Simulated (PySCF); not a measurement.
NMR shielding calculation, with input and output: C2H13FOSi4

System: C2H13FOSi4, SMILES CCO[Si@@H]([SiH3])[SiH2][SiH2]F.
Method: GIAO B3LYP/6-31G* NMR shielding, non-relativistic, gas phase (PySCF 2.14.0).

The geometry comes from this level: GFN2-xTB. Figures and captions count atoms from 1; the log counts them from 0 in places.

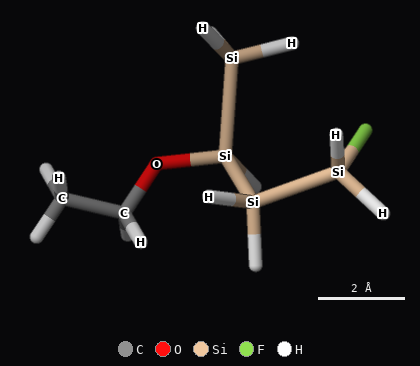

Fig. 1: The structure (stick view, seen at a tilt). Bond lengths as drawn: C–C 1.52 Å, C–H 1.09 to 1.10 Å, C–O 1.39 Å, F–Si 1.62 Å, H–Si 1.46 to 1.49 Å, O–Si 1.63 Å and Si–Si 2.30 to 2.34 Å.

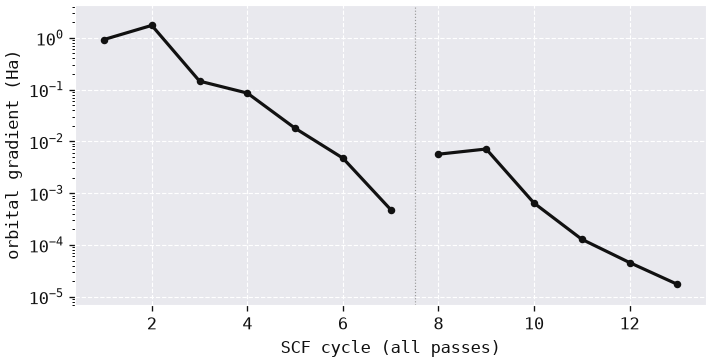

Fig. 2: Convergence of the self-consistent field: orbital gradient against the SCF cycle. The dotted line marks the change from a coarse to the final integration grid. The first 7 cycles use a coarse grid, the final grid takes over at cycle 8, and the field converges after 13 cycles in all.

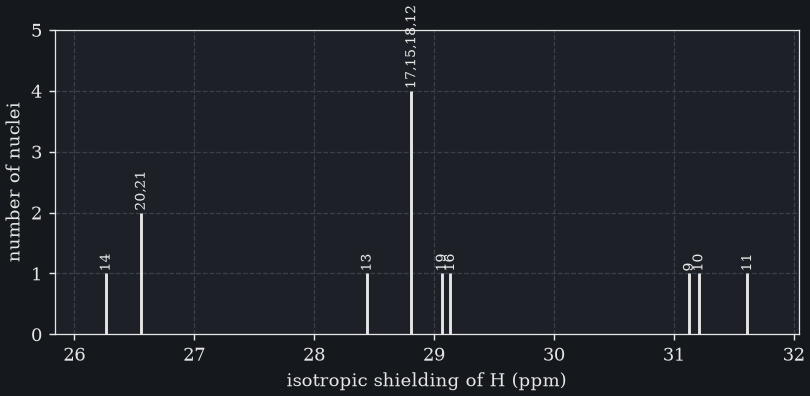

Fig. 3: Isotropic shieldings of the hydrogen nuclei in this fixed geometry, labelled by atom number; shielding grows to the right, so chemical shift grows to the left. The least shielded is H14 (26.3 ppm), the most shielded H11 (31.6 ppm).

These pictures come from the run below.

Input:
```
{"job": {"xc": "B3LYP", "basis": "6-31G*", "kind": "nmr", "pop": false}, "charge": 0, "multiplicity": 1}
C     -3.253567    -1.232619     0.409023
C     -2.186487    -0.909853    -0.625045
O     -1.491826     0.239195    -0.247923
Si     0.001929     0.725737    -0.688199
Si     0.170333     2.642922     0.579485
Si     1.527728    -1.020793    -0.379773
Si     3.728471    -0.362379    -0.224386
F      3.736757     1.210461    -0.621718
H     -3.938583    -0.394397     0.507560
H     -2.789029    -1.415213     1.374819
H     -3.809375    -2.115955     0.106907
H     -1.486151    -1.750144    -0.722309
H     -2.646163    -0.739082    -1.606647
H     -0.017421     0.983397    -2.152341
H     -0.876797     3.647860     0.366268
H      1.443612     3.284138     0.250494
H      0.190318     2.384012     2.024882
H      1.438972    -2.071120    -1.420293
H      1.207393    -1.806870     0.831966
H      4.350366    -0.355695     1.096359
H      4.690599    -0.926659    -1.166456
```

The first line tells a small driver script what to run in PySCF; the rest is the geometry in Å.

Launch command:
```bash
OMP_NUM_THREADS=1 python <driver script> task.json out
```

Output:
```
coarse grid: 18904 points
cycle   1  E = -1417.0688696922  dE =  4.546e-01  |g| = 9.298e-01  |ddm| = 3.933e+00
cycle   2  E = -1416.6478612086  dE =  4.210e-01  |g| = 1.744e+00  |ddm| = 3.082e+00
cycle   3  E = -1417.2286513274  dE = -5.808e-01  |g| = 1.461e-01  |ddm| = 2.405e+00
cycle   4  E = -1417.2321960928  dE = -3.545e-03  |g| = 8.589e-02  |ddm| = 2.372e-01
cycle   5  E = -1417.2336160517  dE = -1.420e-03  |g| = 1.796e-02  |ddm| = 8.712e-02
cycle   6  E = -1417.2336731386  dE = -5.709e-05  |g| = 4.756e-03  |ddm| = 1.906e-02
cycle   7  E = -1417.2336782597  dE = -5.121e-06  |g| = 4.828e-04  |ddm| = 4.777e-03
final grid: 162768 points
cycle   8  E = -1417.1360766070  dE = -1.190e-05  |g| = 5.664e-03  |ddm| = 1.795e-02
cycle   9  E = -1417.1360728853  dE =  3.722e-06  |g| = 7.132e-03  |ddm| = 1.123e-02
cycle  10  E = -1417.1360845268  dE = -1.164e-05  |g| = 6.452e-04  |ddm| = 6.101e-03
cycle  11  E = -1417.1360846100  dE = -8.322e-08  |g| = 1.288e-04  |ddm| = 8.238e-04
cycle  12  E = -1417.1360846130  dE = -2.990e-09  |g| = 4.574e-05  |ddm| = 1.735e-04
cycle  13  E = -1417.1360846134  dE = -4.420e-10  |g| = 1.738e-05  |ddm| = 6.094e-05
converged SCF energy = -1417.1360846134

GIAO shielding tensors (ppm)
atom      isotropic    diamagn.    paramagn.     s11        s22        s33       span
  0 C      172.151     248.186     -76.034    155.327    170.940    190.187     34.860
  1 C      129.936     241.744    -111.808    101.995    115.623    172.191     70.196
  2 O      316.440     394.648     -78.209    297.459    320.704    331.156     33.697
  3 Si     401.243     881.610    -480.368    320.536    378.188    505.003    184.467
  4 Si     488.113     882.677    -394.564    467.266    492.861    504.213     36.947
  5 Si     502.720     884.497    -381.777    484.738    502.049    521.372     36.634
  6 Si     377.677     877.951    -500.274    290.939    365.527    476.565    185.626
  7 F      424.463     472.125     -47.663    368.963    447.655    456.771     87.807
  8 H       31.128      29.871       1.257     27.705     29.584     36.094      8.389
  9 H       31.207      31.304      -0.096     27.584     30.707     35.331      7.747
 10 H       31.613      29.013       2.600     27.928     28.974     37.938     10.009
 11 H       28.855      32.077      -3.221     23.438     30.902     32.226      8.788
 12 H       28.441      29.765      -1.324     23.633     28.364     33.326      9.693
 13 H       26.264      30.710      -4.446     23.199     25.220     30.372      7.172
 14 H       28.803      30.322      -1.519     25.414     26.760     34.234      8.820
 15 H       29.135      30.518      -1.383     25.260     28.048     34.099      8.839
 16 H       28.767      31.801      -3.034     25.869     27.210     33.222      7.353
 17 H       28.822      31.756      -2.935     25.260     27.235     33.970      8.710
 18 H       29.066      33.307      -4.242     25.873     27.399     33.924      8.051
 19 H       26.538      28.926      -2.388     23.076     25.211     31.328      8.252
 20 H       26.574      27.727      -1.152     22.829     25.313     31.582      8.752
```

Key numbers:

| quantity | value |
| --- | --- |
| outcome | converged |
| total energy | −1417.136085 hartree |
| HOMO | −7.32 eV |
| LUMO | −0.94 eV |
| dipole moment | 2.42 D |
| isotropic shielding, C | 129.9 to 172.2 ppm |
| isotropic shielding, O | 316.4 ppm |
| isotropic shielding, Si | 377.7 to 502.7 ppm |
| isotropic shielding, F | 424.5 ppm |
| isotropic shielding, H | 26.3 to 31.6 ppm |
| hardware | 1 CPU thread, shared host |
| wall time | 45 s |
| peak memory | 0.82 GiB |
